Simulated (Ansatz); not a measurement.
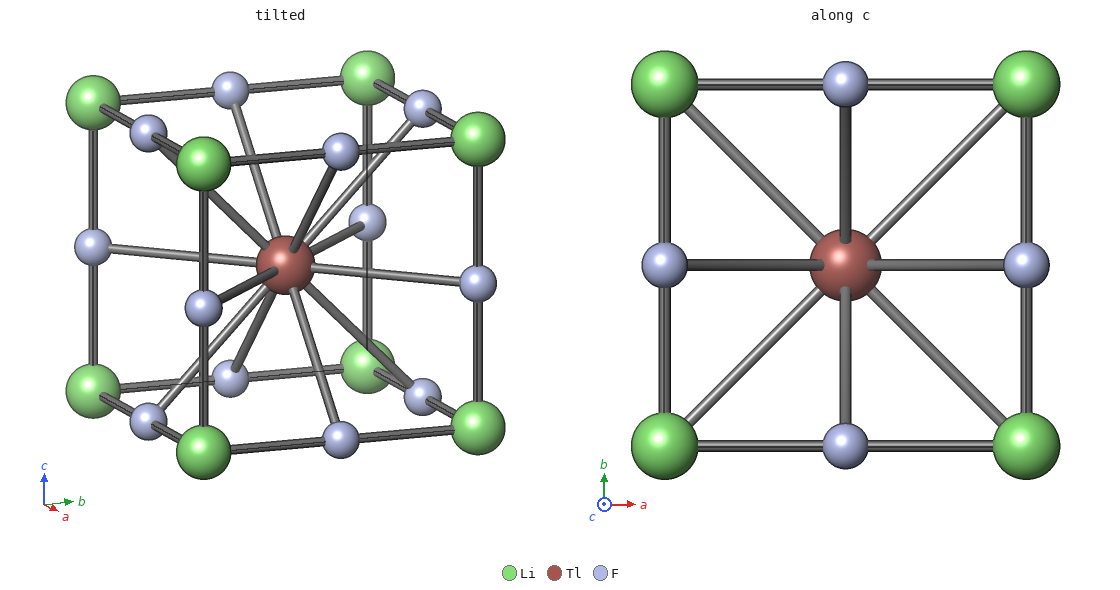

Drawn in the ball-and-stick manner and seen slightly off an axis and along the c axis. The edges of the conventional unit cell are marked.

LiTlF3, cubic perovskite, space group Pm-3m (No. 221), a = 3.889 Å, b = 3.889 Å, c = 3.889 Å, α = 90.00°, β = 90.00°, γ = 90.00°. It goes back to a structure type filled with these elements by a generator (whether the compound takes this form wasn't checked). Earlier steps of the study may have refined or changed the cell and positions. It was run through Ansatz as a DFT input.

This one geometry was computed with Ansatz (DFT, plane waves, PAW) at three levels of theory: PBEsol, r2SCAN and PBE.

Which level gives the highest pressure at this volume, and what does that say about its equilibrium volume?

Highest: PBE (0.0 GPa), which points to the largest equilibrium volume. Lowest, with the smallest volume: PBEsol (-4.7 GPa) and r2SCAN (-4.9 GPa). Levels within 0.5 GPa of each other can't be told apart.

How does the band gap change with the level of theory?

All levels give a metal.

Collect the results in a table.

| level | cutoff (eV) | k-mesh of the run's cell | gap (eV) | pressure (GPa) |
| --- | --- | --- | --- | --- |
| PBEsol | 420 | 10×10×10 | metal | -4.7 |
| r2SCAN | 500 | 10×10×10 | metal | -4.9 |
| PBE | 420 | 10×10×10 | metal | 0.0 |

Gaps are taken on the k-mesh or band path of each run.
